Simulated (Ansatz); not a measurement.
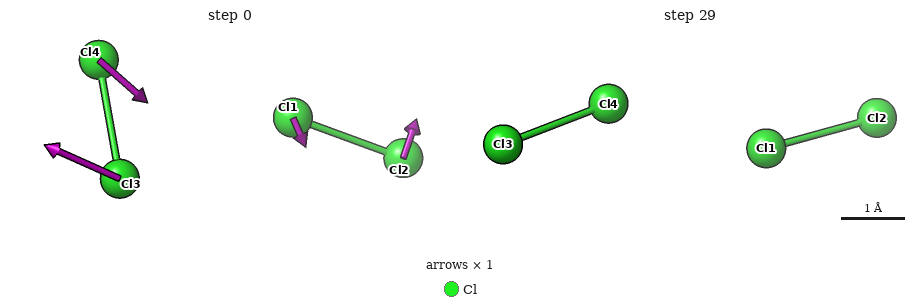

The structure of Cl4 (coarse preliminary run) before (left) and after (right) a relaxation, at one scale. The purple arrows give the displacements, at their true length.

A ball-and-stick model, seen at a tilt.

Level of theory: RKS PBE-D4/def2-SVP (Ansatz).

The input:
```yaml
crystal:
  periodic: [false, false, false]
  atoms:
    - {symbol: Cl, position_ang: [0.157100, 0.201900, -1.085100]}
    - {symbol: Cl, position_ang: [-0.157100, -0.201900, -3.034600]}
    - {symbol: Cl, position_ang: [-0.298700, -0.953500, 1.928400]}
    - {symbol: Cl, position_ang: [0.298700, 0.953500, 2.191300]}
basis:
  gaussian: {orbitals: def2-SVP}
hamiltonian: {xc: pbe, dispersion: d4}
relax: {f_tol: 0.03, max_steps: 250}
```

Launched with:
```bash
ansatz run in.yaml --threads 4 --pin off --events-out ev --progress --plain --max-ram 9574MiB
```

**Summarise the run.**

The energy falls by 0.116 eV in 26 accepted moves (29 points after the start). The largest force component goes from 0.71 to 0.027 eV/Å. The line search rejected the trial steps at points 8, 17, 20 of the run. The forces were under the threshold at step 6, but the run went on from there. The largest move after the best rigid fit is that of Cl3, 1.40 Å. Near-neighbour distances that change, for instance: Cl1–Cl4 3.364 → 2.737 Å, Cl1–Cl2 2.016 → 2.084 Å.

Limits of the set-up: the start holds two separate molecules, 3.3 Å apart at their closest, whose relative position is a soft coordinate.
